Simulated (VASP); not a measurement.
Band structure of RuAl (CsCl type). Calculation: r2SCAN meta-GGA, VASP's PBE PAW potentials (set 64) (plane waves; VASP).

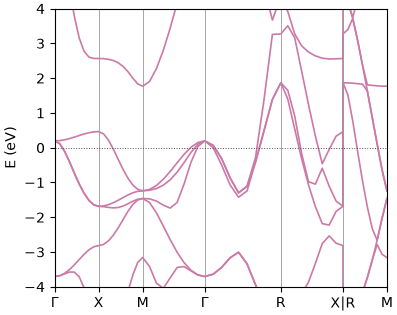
Figure. Bands along high-symmetry lines, zero at the valence-band maximum or, without a gap, the Fermi level

Q: Read the plot: is there a gap, and where are the band edges?

A: It has no gap at this level: it comes out as a metal or semimetal.

The compound is RuAl in the CsCl type structure. It was relaxed first. The electron count is odd and the run is not spin-polarised, which forces a metal.
